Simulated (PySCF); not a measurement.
# C₄H₁₁In (InH2(tBu)): what the fields show

Input

```
{"job": {"kind": "uv", "xc": "B3LYP", "basis": "def2-SVPD", "ip": true, "nstates": 10}, "charge": 0, "multiplicity": 1}
In     1.068030     1.850307     0.010884
H      2.808593     1.931145     0.047039
H      0.139301     3.327031    -0.005114
C     -0.018859    -0.073769    -0.000628
C     -0.808431    -0.170618     1.303209
C      0.953067    -1.243436    -0.113338
C     -0.981144    -0.071685    -1.186476
H     -1.407086    -1.103470     1.320758
H     -0.153899    -0.197350     2.190690
H     -1.516260     0.665488     1.429058
H      1.665914    -1.275699     0.726365
H      1.541840    -1.208615    -1.044213
H      0.402423    -2.205097    -0.111853
H     -0.453026    -0.040888    -2.154178
H     -1.681967     0.778759    -1.158431
H     -1.592846    -0.996052    -1.187342
```

Command:

```sh
OMP_NUM_THREADS=1 python probes_run.py task.json out
```

Geometry: PBE0-D3(BJ)/def2-SVP; core potentials replace the inner electrons of In.

Level of theory: B3LYP/def2-SVPD, SCF density, gas phase, scalar-relativistic core potentials on the heavy atoms (PySCF).

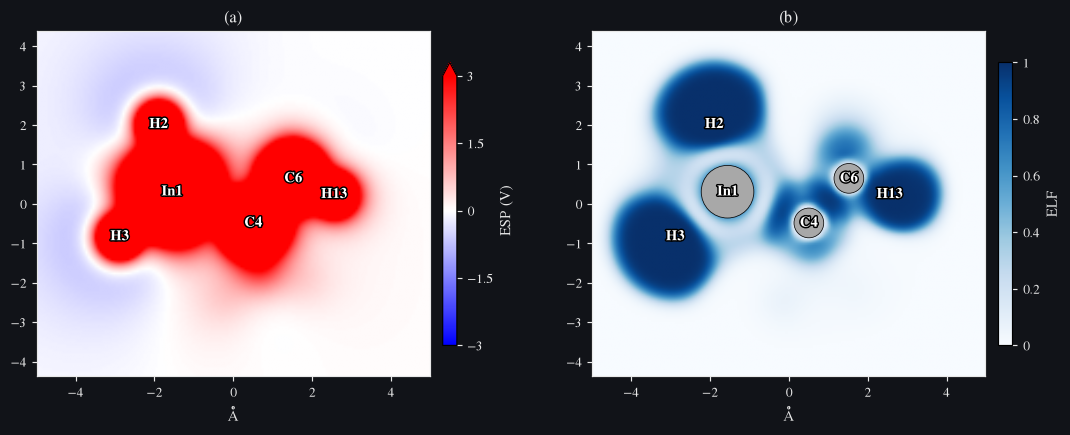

Figure 1. (a) molecular electrostatic potential; (b) electron localisation function on the plane of atoms H2, In1 and H3. Grey discs cover the atomic cores in the ELF map.

Read the bonding off the picture.

The section cuts through In, H and C sites. C–C (1.52 Å): the ELF peaks at about 0.95 between the atoms, as expected for localised, covalent bonding. C–In (2.21 Å): the ELF peaks at about 0.90 in the valence shell of C, 0.7 Å from its nucleus, and drops to about 0.20 between the two atoms. C–H (1.11 Å): the ELF climbs to about 1 towards the hydrogen, as it does in any bond to H (a covalent bond by its length). In–H (1.74 Å): the ELF climbs to about 1 towards the hydrogen. Outside the dense part of the molecule the potential is most negative (−0.6 V) near H3.

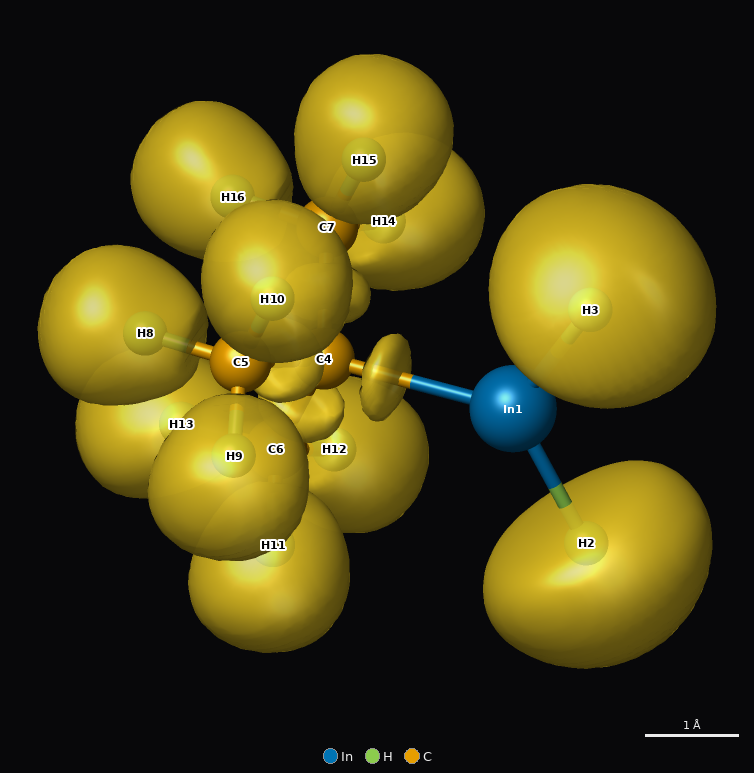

Figure 2. Isosurface of the ELF at 0.8 (yellow), seen at a tilt. Core shells and regions of very low density are left out.

What do the ELF domains correspond to?

The surface consists of three regions between bonded C–C atoms (shared pairs), eleven regions around hydrogen nuclei and one lobe of the valence shell of C pointing towards In (polar bonds).

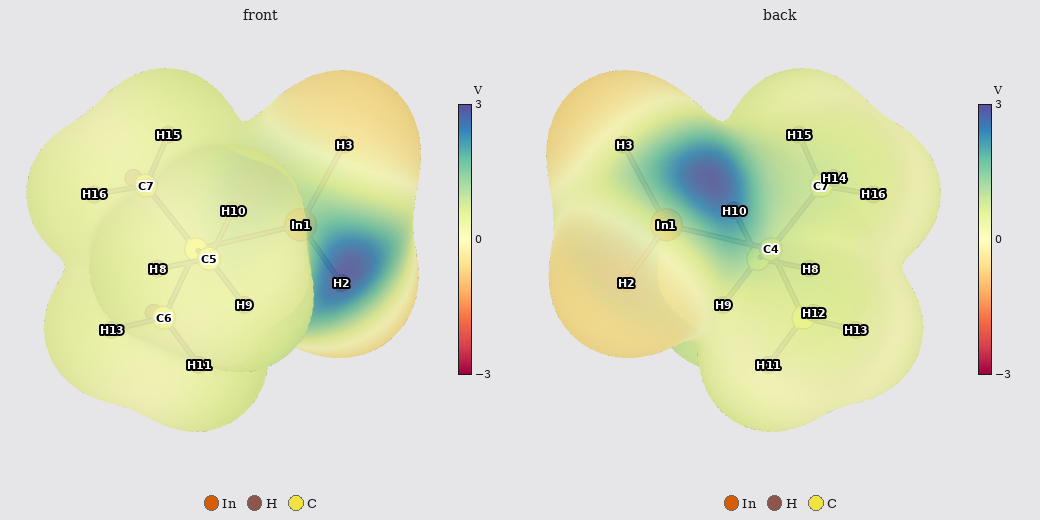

Figure 3. The electrostatic potential painted on the density surface at 0.002 e/bohr³, seen from the front and from behind; the colour scale runs from red (negative) to blue (positive).

Which sites attract a positive test charge, and which a negative one?

A positive charge is drawn to the negative regions and a negative charge to the positive ones. The most negative region (about −0.6 V) lies over H2 and H3, the most positive (about +2.8 V) over In1.

What dipole moment does the calculation give?

Its dipole moment is 0.80 D.
